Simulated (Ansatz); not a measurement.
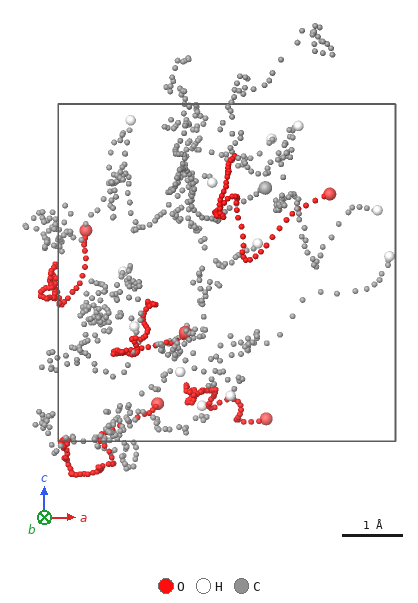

Molecular dynamics of a periodic cell with 4 H2O + 1 CH3OH at 0.924 g/cm³, 300 fs long. It starts from the last geometry of an earlier run, with fresh velocities. Dots mark each atom's position at evenly spaced times, in the colour of its element; spheres stand at the starting positions. Seen along the b axis in the simulation cell.

These are results of DFT LDA, scalar-relativistic, plane waves, PAW in Ansatz 0.2.0, not measurements. Run with plane-wave cutoff 420 eV; k-point mesh 1 × 1 × 1; Fermi-Dirac smearing 0.02 eV; Langevin thermostat and barostat (NPT); set temperature 250 K; time step 0.75 fs; friction 0.01 per fs; target pressure 10 GPa.

Input
```yaml
crystal:
  lattice:
    - [5.718479, 0.0, 0.0]
    - [0.0, 5.718479, 0.0]
    - [0.0, 0.0, 5.718479]
  atoms:
    - { symbol: O, position: [0.29508964, 0.68008467, 0.11174043] }
    - { symbol: H, position: [0.42664386, 0.79107263, 0.10559537] }
    - { symbol: H, position: [0.21516121, 0.66782551, -0.04822369] }
    - { symbol: O, position: [0.61692324, -0.0025836, 1.06693067] }
    - { symbol: H, position: [0.51123444, 0.12092594, 1.13543517] }
    - { symbol: H, position: [0.7125018, 0.06211103, 0.93523335] }
    - { symbol: O, position: [0.08243984, 0.58404488, 0.62536345] }
    - { symbol: H, position: [-0.01787227, 0.69802714, 0.54882936] }
    - { symbol: H, position: [0.19315576, 0.55495626, 0.50312672] }
    - { symbol: O, position: [0.37682693, 0.29264585, 0.32334386] }
    - { symbol: H, position: [0.36207399, 0.43625811, 0.20571552] }
    - { symbol: H, position: [0.22637131, 0.21063002, 0.34042543] }
    - { symbol: C, position: [0.61450813, 0.38213351, 0.75122927] }
    - { symbol: O, position: [0.80545058, 0.22431334, 0.73313228] }
    - { symbol: H, position: [0.45675835, 0.26819003, 0.7671023] }
    - { symbol: H, position: [0.94702347, 0.30944684, 0.68505874] }
    - { symbol: H, position: [0.63285218, 0.51071549, 0.89658699] }
    - { symbol: H, position: [0.59186021, 0.47542563, 0.58658648] }
basis:
  ecutwfc: 420.0
kpoints:
  mp_grid: { grid: [1, 1, 1] }
hamiltonian:
  xc: lda
scf:
  occupations: { method: fermi_dirac, width: 0.02 }
  lower_state_search: "off"
md:
  timestep: 0.75
  n_steps: 400
  ensemble: npt_langevin
  temperature: 250.0
  initial_velocities: maxwell_boltzmann
  seed: 211937
  friction: 0.01
  pressure: 10.0
  fix_cell: []
```

Command:
```bash
ansatz run input.yaml --threads 1 --pin off --max-ram 3072MiB --backend cpu --events-out ev --progress --plain --runs-dir out
```

**What do the traces tell about the motion?**

Root-mean-square distances from the starting positions over the second half, with the common drift of all atoms taken out: H 1.36 Å, O 0.81 Å, C 0.54 Å. The heavy atoms stay within a fraction of a molecule's size of their starting places, while the hydrogen atoms travel further, as molecules turn; so short a run doesn't tell a liquid from a solid. Bond changes: 2 H–O contacts open and close in turn; 8 H–O bonds form between 21 fs and 268 fs; 6 H–O bonds break between 49 fs and 194 fs. The mean temperature in the second half is 557 K (standard deviation 106 K). That is above the set 250 K, because the structure releases potential energy faster than the thermostat removes it. The potential energy is still drifting at the end, so the run hasn't reached equilibrium. The potential energy in the second half lies on average 66.2 meV per atom below the first frame. The mean pressure there is 10.2 GPa. The volume ends −52.8 % from the start. The conserved quantity stays between −0.4 and 1.1 meV per atom of its start. A straight-line fit has a slope that amounts to +0.68 meV per atom over 300 fs (0.8 % of the mean kinetic energy), and the ripple about it is 0.7 % of the kinetic energy's fluctuation. With a drift under 2 % and a ripple under 7 %, the integration is accurate.

Limits of the set-up: the periodic images lie only 5.7 Å apart, so the values are limited by the cell's size.
